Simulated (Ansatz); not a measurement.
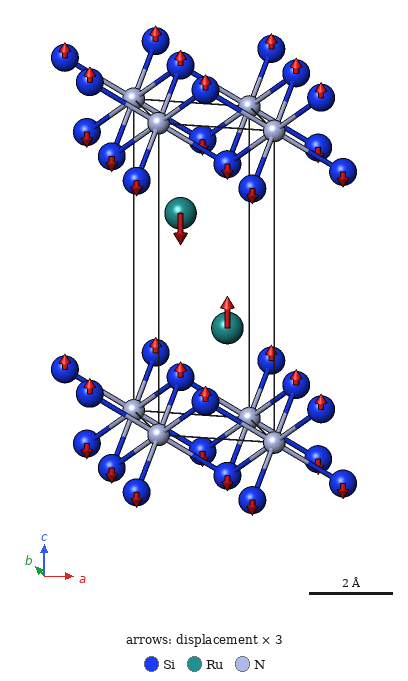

This is a relaxation of crystalline Si₂Ru₂N (a generated structure, set up in P-3m1) (coarse preliminary run). The starting structure is drawn; red arrows show the displacements (the part carried along by the change of the cell is left out), 3 times their true length.

A ball-and-stick model of the cell of the calculation, seen slightly off an axis.

Level of theory: DFT PBE, scalar-relativistic, plane waves, PAW in Ansatz. Set-up: plane-wave cutoff 420 eV; k-point mesh 6 × 6 × 2; occupations gaussian; smearing width 0.1 eV; collinear spin; cell and atoms relaxed; force threshold 0.04 eV/Å; at most 70 steps.

Q: What did the optimiser do to the structure, and how much energy did it gain?

A: The energy falls by 552 meV per atom in 5 accepted moves (6 points after the start). The largest force component goes from 5.2 to 0.0069 eV/Å. Pressure: 19.59 GPa at the start and 0.02 GPa at the end. The SCF was repeated once at an unchanged geometry on a basis and grid sized afresh for the cell, which shifted the energy by 1.2 meV per atom at most. The largest moves relative to the cell, 0.27 Å, are those of Ru atoms. Largest moves by element: Ru 0.27 Å, Si 0.13 Å. N stays in place. The volume changes by −0.9 %, with a = b 2.943 → 2.810 Å (−4.5 %), c 7.695 → 8.369 Å (+8.8 %). Some distances before and after: Si–Si 2.756 → 3.084 Å, Ru–Ru 3.081 → 2.782 Å, Ru–Ru 2.943 → 2.810 Å, Ru–Si 2.252 → 2.381 Å. Among the angles between lasting bonds that change: N–Si–N 93.8° → 84.7°, Si–N–Si 93.8° → 84.7°, Si–N–Si 86.2° → 95.3°. The space group stays P-3m1 (No. 164). The program noted that the starting moments weren't kept. The run may lie on a higher electronic state than the lowest, so the end point isn't shown to be the ground-state structure. Cost: 87 s on 1 thread of Intel(R) Xeon(R) Processor @ 2.50GHz (Skylake/Cascade Lake), on a shared host, peak memory 0.37 GiB.

Limits of the set-up: the k-point mesh is coarse for a cell with partly filled bands; layers or molecules are held without a dispersion correction, so their spacing is unreliable.
